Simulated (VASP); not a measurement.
Band structure of CdI₂ (1T layered). Method: LDA (Ceperley-Alder, Perdew-Zunger) with spin-orbit coupling, VASP's LDA PAW potentials (set 64) (plane waves; VASP 6.6.1).

The path is coarsely sampled, so an indirect gap can come out somewhat too large.

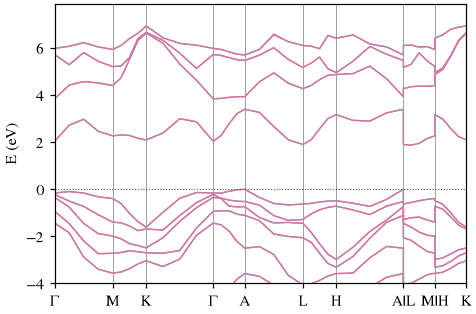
Figure. Bands along high-symmetry lines, zero at the valence-band maximum or, without a gap, the Fermi level

Task: Read the plot: is there a gap, and where are the band edges?

Result: The gap is indirect, 1.88 eV, from the valence maximum at A to the conduction minimum at L-M at 0.25.

The compound is CdI2 in the 1T layered structure. It was relaxed first, which changed the volume by -6 %.
